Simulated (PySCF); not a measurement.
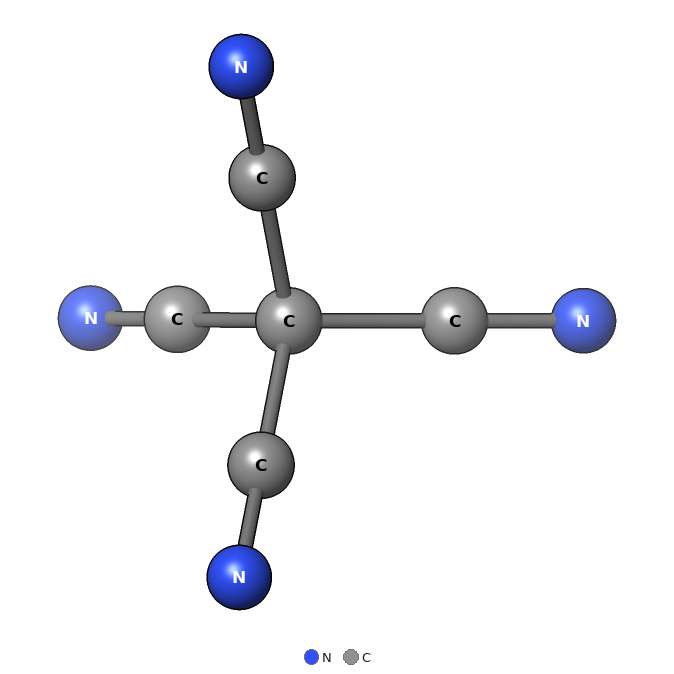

Depth is shown by fading: the farther an atom, the more it takes the colour of the background. The computed structure is the end point of a GFN2-xTB optimisation. No frequency run is at hand to confirm it as a minimum.

List the symmetry elements and name the point group.

It has 4 C3 axes, 3 C2 axes, 3 S4 axes and 6 mirror planes, so the point group is Td. The group has 24 operations. The geometry is achiral, and symmetry forbids a dipole moment.
